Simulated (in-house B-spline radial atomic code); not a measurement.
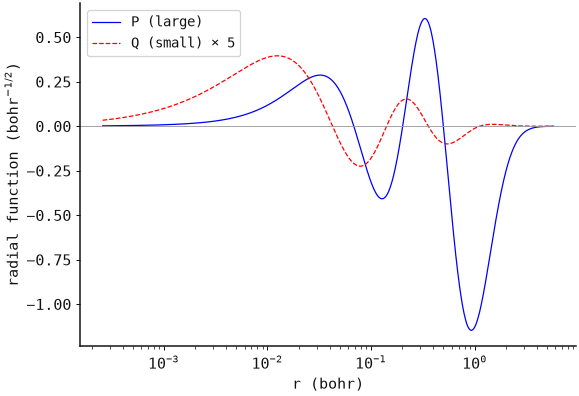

The platinum ion Pt⁺; electrons: [Xe] 4f14 5d9 (open shells shared over both j by 2j + 1). The calculation used an in-house B-spline radial code at this level: Dirac-Hartree-Fock, average of configuration, Fermi nucleus, basis-set limit.

```
Z = 78
electrons = 77.0
configuration = [Xe] 4f14 5d9
hamiltonian = dirac
method = hf
spin_polarised = False
nucleus = fermi
rms_radius = 5.427
mass_number = 195
atomic_mass = 194.964794325
speed_of_light = 137.035999084
```

The plot shows the large and small radial components of the 5p1/2 spinor.

**What does the plot show?**

The spinor has κ = 1: the large component has l = 1 and 3 radial nodes (r = 0.0682, 0.202 and 0.499 bohr), the small one has l = 0. The small component carries 0.044 % of the norm; ⟨r⟩ = 1.05 bohr and the eigenvalue is −89.0 eV.
